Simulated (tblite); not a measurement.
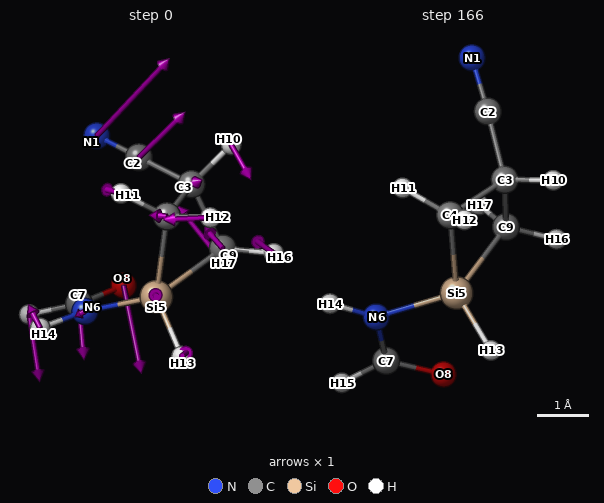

The structure of C$_{5}$H$_{8}$N$_{2}$OSi before (left) and after (right) a relaxation, at one scale. The purple arrows give the displacements, at their true length.

Style: ball-and-stick. Shown from a free direction.

Computed with tblite 0.8.0, GFN2-xTB geometry optimisation, gas phase. 

What changed between the two?

Answer. The largest move after the best rigid fit is that of N1, 2.43 Å. By element the largest moves are N 2.43 Å, O 1.98 Å, C 1.51 Å, H 1.41 Å, Si 0.46 Å. Some distances before and after: Si5–O8 3.255 → 2.501 Å, Si5–C7 2.843 → 2.501 Å, C4–Si5 1.822 → 1.912 Å, N6–C7 1.413 → 1.331 Å. Bond angles that change, for instance: Si5–N6–C7 127.4° → 106.9°, Si5–N6–H14 117.6° → 130.7°, C4–Si5–N6 120.1° → 110.6°. Groups turn about Si5–N6 by about 60°, C3–C4 by about 50°, C3–C9 by about 45°. The energy falls by 1.322 eV in 166 geometry steps.
